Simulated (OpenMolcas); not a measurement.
**U-r2SCANh/def2-TZVP run of BBrCl (SMILES Cl[B]Br)**

Aim: the vertical ionisation energy of BBrCl at U-r2SCANh/def2-TZVP, from 2 runs. 

The results are computed with OpenMolcas 26.06.

## 1. Starting point

BBrCl has 3 atoms, charge 0, and is taken as a doublet. SMILES: `Cl[B]Br`. The shape is that of a GFN2-xTB optimisation.

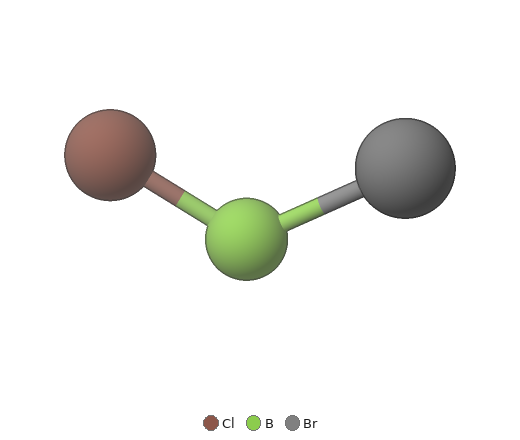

The structure, seen from a chosen angle (chlorine brown, boron green, bromine grey).

## 2. The energy at U-r2SCANh/def2-TZVP

Contents of geom.xyz:

```xyz
3

Cl    -0.137210     1.549190     0.085210
B     -0.492410    -0.059340    -0.273360
Br     0.629620    -1.489840     0.188150
```

Contents of job.inp:

```
&gateway
  baslib = $CurrDir
  coord = geom.xyz
  basis = def2-TZVP
  group = NoSym

&seward
  gridinput
  Grid=Fine
  End of Grid

&scf
  uhf
  spin = 2
  ksdft = HYB_MGGA_XC_R2SCANH
  prorbitals = 1 1
```

The basis set def2-TZVP is read from a file made from the Basis Set Exchange's data (not shown).

The run is started by

```bash
$ export MOLCAS_MEM=1860
$ pymolcas job.inp > job.log
```

The log of the run:

```text
--- Start Module: gateway ---
[...]
--- Stop Module: gateway /rc=_RC_ALL_IS_WELL_ ---
--- Start Module: seward ---
[...]
      Basis functions          116
--- Stop Module: seward /rc=_RC_ALL_IS_WELL_ ---
[...]
--- Start Module: scf ---
[...]
       Convergence after  13 Iterations
[...]
::    Total KS-DFT energy                           -3059.1624613650
[...]
      Total spin, S                                     0.5024448111
[...]
      Total electronic charge=   57.000000
      Total            charge=   -0.000000
[...]
      Dipole Moment (debye):
      Origin of the operator (angstrom)=    0.3160   -0.5129    0.1186
                   X=  2.3288E-01               Y=  2.7668E-01               Z=  1.5491E-01           Total=  3.9342E-01
      Quadrupole Moment (debye*angstrom):
[...]
--- Stop Module: scf /rc=_RC_ALL_IS_WELL_ ---
[...]
```

It took 24 s on 1 thread of AMD EPYC 7R43 (Zen 3), shared host; peak memory 0.71 GiB.

## 3. The singlet cation, same level

geom.xyz is that of step 2.

Contents of job.input:

```
&GATEWAY
  BasLib=$CurrDir
  Coord=geom.xyz
  Basis=def2-TZVP
  Group=NoSym

&SEWARD
  GridInput
  Grid=Fine
  End of Grid

&SCF
  Charge=1
  KSDFT=HYB_MGGA_XC_R2SCANH
  PrOrbitals=1 1
```

The basis set def2-TZVP is read from a file made from the Basis Set Exchange's data (not shown).

The run is started by

```bash
$ export MOLCAS_MEM=1860
$ pymolcas job.input > job.log
```

The log of the run:

```text
--- Start Module: gateway ---
[...]
--- Stop Module: gateway /rc=_RC_ALL_IS_WELL_ ---
--- Start Module: seward ---
[...]
      Basis functions          116
--- Stop Module: seward /rc=_RC_ALL_IS_WELL_ ---
[...]
--- Start Module: scf ---
[...]
       Convergence after  18 Iterations
[...]
::    Total KS-DFT energy                           -3058.8397798875
[...]
      Total spin, S                                     0.0000000000
[...]
      Total electronic charge=   56.000000
      Total            charge=    1.000000
[...]
      Dipole Moment (debye):
      Origin of the operator (angstrom)=    0.3160   -0.5129    0.1186
                   X= -1.8779E+00               Y=  1.9190E+00               Z= -8.2137E-01           Total=  2.8078E+00
      Center of Charge (angstrom)
[...]
--- Stop Module: scf /rc=_RC_ALL_IS_WELL_ ---
[...]
```

Run time: 27 s. Hardware: 1 thread of AMD EPYC 7R43 (Zen 3), shared host; peak memory 0.71 GiB.

## 4. Outcome

Level: U-r2SCANh/def2-TZVP.

| quantity | value |
| --- | --- |
| doublet BBrCl: total energy | -3059.16246 Eh |
| doublet BBrCl: dipole moment | 0.39 D |
| doublet BBrCl: HOMO energy (highest over α and β) | -5.98 eV |
| doublet BBrCl: LUMO energy (lowest over α and β) | -2.47 eV |
| doublet BBrCl: ⟨S²⟩ | 0.755 |
| singlet cation: total energy | -3058.83978 Eh |
| singlet cation: HOMO energy | -14.89 eV |
| singlet cation: LUMO energy | -11.15 eV |
| singlet cation: HOMO–LUMO gap | 3.74 eV |
| vertical ionisation energy (to the singlet cation) | 8.781 eV |

In words: This program's gradients are faulty for this kind of reference, so any forces in the log (doublet BBrCl) can't be trusted; the energy can. The vertical ionisation energy comes to 8.78 eV (202 kcal/mol). Only the singlet of the ionised species was computed; a triplet could lie lower.
